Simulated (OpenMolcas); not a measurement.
# UBHLYP/def2-SVPD run of CaH (SMILES [CaH])

Aim: the energy change on altering one bond length of CaH at UBHLYP/def2-SVPD, from 2 runs. 

Program for the calculation: OpenMolcas 26.06.

## Step 1: The structure to begin with

CaH has 2 atoms, charge 0, and is taken as a doublet. SMILES: `[CaH]`. Geometry: a GFN2-xTB relaxation, a rough one for these elements and not checked as a minimum.

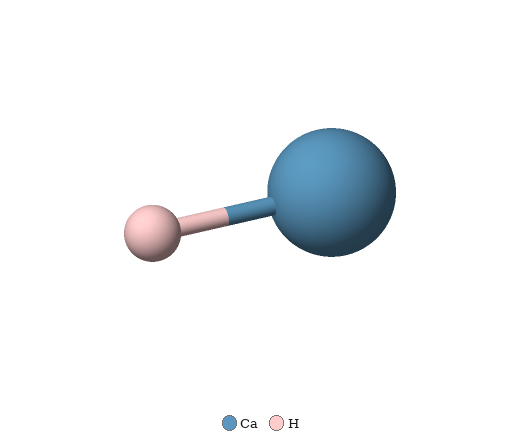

The structure, seen from a chosen angle (calcium blue, hydrogen pink).

## Step 2: A single-point energy at UBHLYP/def2-SVPD

File input.xyz:

```xyz
2

Ca     0.000000     0.000000     0.000000
H      0.000000     0.000000     2.029880
```

File job.input:

```
&GATEWAY
 BasLib
 $CurrDir
 Coord
 input.xyz
 Basis
 def2-SVPD
 Group
 NoSym

&SEWARD

&SCF
 UHF
 Spin
 2
 KSDFT
 HYB_GGA_XC_BHANDHLYP
 PrOrbitals
 1 1
```

The basis set def2-SVPD is read from a file made from the Basis Set Exchange's data (not shown).

Launch:

```bash
$ export MOLCAS_MEM=1860
$ pymolcas job.input > job.log
```

The log of the run:

```text
--- Start Module: gateway ---
[...]
--- Stop Module: gateway /rc=_RC_ALL_IS_WELL_ ---
--- Start Module: seward ---
[...]
      Basis functions           35
--- Stop Module: seward /rc=_RC_ALL_IS_WELL_ ---
--- Start Module: scf ---
[...]
       Convergence after  12 Iterations
[...]
::    Total KS-DFT energy                            -678.0494015747
[...]
      Total spin, S                                     0.5014521395
[...]
      Total electronic charge=   21.000000
      Total            charge=   -0.000000
[...]
      Dipole Moment (debye):
      Origin of the operator (angstrom)=    0.0000    0.0000    0.0499
                   X= -1.1121E-14               Y=  4.4456E-15               Z= -2.6709E+00           Total=  2.6709E+00
      Quadrupole Moment (debye*angstrom):
[...]
--- Stop Module: scf /rc=_RC_ALL_IS_WELL_ ---
[...]
```

It took 2.6 s on 1 thread of Arm Neoverse V2, shared host; peak memory 0.37 GiB.

## Step 3: The distorted shape

File input.xyz:

```xyz
2

Ca     0.000000     0.000000    -1.014920
H      0.000000     0.000000     2.029880
```

File job.input:

```
* CaH Kohn-Sham DFT

&GATEWAY
  BasLib=$CurrDir
  Coord=input.xyz
  Basis=def2-SVPD
  Group=NoSym

&SEWARD

&SCF
  UHF
  Spin=2
  KSDFT=HYB_GGA_XC_BHANDHLYP
  PrOrbitals=1 1
```

The basis set def2-SVPD is read from a file made from the Basis Set Exchange's data (not shown).

Launch:

```bash
$ export MOLCAS_MEM=1860
$ pymolcas job.input > job.log
```

The log of the run:

```text
--- Start Module: gateway ---
[...]
--- Stop Module: gateway /rc=_RC_ALL_IS_WELL_ ---
--- Start Module: seward ---
[...]
      Basis functions           35
--- Stop Module: seward /rc=_RC_ALL_IS_WELL_ ---
--- Start Module: scf ---
[...]
       Convergence after  17 Iterations
[...]
::    Total KS-DFT energy                            -678.0049161166
[...]
      Total spin, S                                     0.5331540530
[...]
      Total electronic charge=   21.000000
      Total            charge=   -0.000000
[...]
      Dipole Moment (debye):
      Origin of the operator (angstrom)=    0.0000    0.0000   -0.9400
                   X= -7.2086E-15               Y= -7.7546E-15               Z= -4.0836E+00           Total=  4.0836E+00
      Quadrupole Moment (debye*angstrom):
[...]
--- Stop Module: scf /rc=_RC_ALL_IS_WELL_ ---
[...]
```

Run time: 3.3 s. Hardware: 1 thread of Arm Neoverse V2, shared host; peak memory 0.37 GiB.

## Step 4: Results

At UBHLYP/def2-SVPD:

```
                                                          quantity          value
                                         first shape: total energy  -678.04940 Eh
                                        first shape: dipole moment         2.67 D
                   first shape: HOMO energy (highest over α and β)       -4.57 eV
                    first shape: LUMO energy (lowest over α and β)       -1.55 eV
                                                 first shape: ⟨S²⟩          0.753
                                     distorted shape: total energy  -678.00492 Eh
                                    distorted shape: dipole moment         4.08 D
               distorted shape: HOMO energy (highest over α and β)       -5.15 eV
                distorted shape: LUMO energy (lowest over α and β)       -1.99 eV
                                             distorted shape: ⟨S²⟩          0.817
energy change with the Ca1–H2 bond stretched from 2.030 to 3.045 Å       1.211 eV
```

What this shows: With the Ca1–H2 bond stretched from 2.030 to 3.045 Å the energy rises by 1.21 eV (117 kJ/mol). The first shape isn't relaxed at this level, so the change isn't measured from a minimum.
